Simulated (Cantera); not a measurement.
Input: 1 mol SiHCl₃, 0.46 mol HCl, 8.4 mol N₂, held at 13300 Pa.

Cantera equilibrium calculation (NASA polynomials, part measured and part estimated; ideal gas, pure solids and liquids). Candidate condensed phases: NH₄Cl, Si, Si₃N₄; 28 gas species. N₂ is the only nitrogen source here; it is nearly inert below about 1500 K, so the nitride shown seldom forms there in practice. The tables' values for SiCl₃ are old estimates; treat these amounts as uncertain. Equilibrium is a limit: real reactors are often held back by kinetics, nucleation or transport.

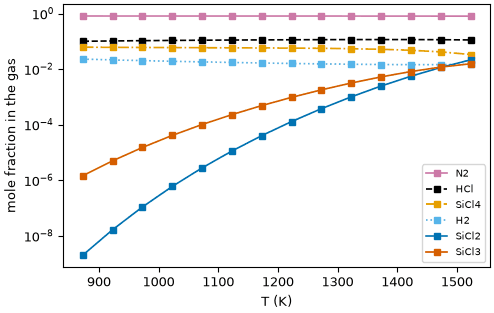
*Equilibrium gas composition (values under 1e-9 drawn at 1e-9)*

From 873 K to 1523 K the condensed part is Si₃N₄(s). The main Si-bearing gas is SiCl₄ throughout. The share of Si in condensed phases is highest at 1223 K (41.6 %) and lowest at 1523 K (27.1 %).
